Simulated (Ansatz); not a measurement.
Input file:

```
crystal:
  periodic: [false, false, false]
  atoms:
    - { symbol: B, position_ang: [-0.958034, -0.041163, 0.142415] }
    - { symbol: H, position_ang: [1.211742, -0.165899, 1.152244] }
    - { symbol: O, position_ang: [1.652458, -0.056015, 0.296594] }
    - { symbol: H, position_ang: [2.146189, -0.852584, 0.164122] }
    - { symbol: F, position_ang: [-0.978056, 0.163761, -1.093576] }
basis:
  gaussian: { orbitals: def2-SVP }
hamiltonian:
  xc: hf
relax:
  f_tol: 0.03
  max_steps: 50
output:
  orbitals: {}
```

Command:

```sh
ansatz run input.yaml --threads 1 --pin off --max-ram 2048MiB --backend cpu --events-out ev --progress --plain --runs-dir out
```

The fields are those of the run's last geometry, not of the input's.

The calculation used RHF/def2-SVP in Ansatz 0.2.0.

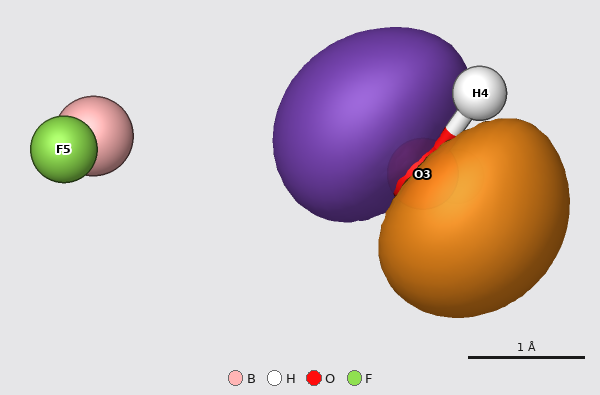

BF···H2O. The HOMO−1 at ±0.15 Å⁻³ᐟ² (orange and purple are the two phases), seen from one side.

> Where does this orbital lie, and at what energy?

It lies mainly on O3 (about 85 %); largely a lone pair of O3. Its energy is −14.03 eV.
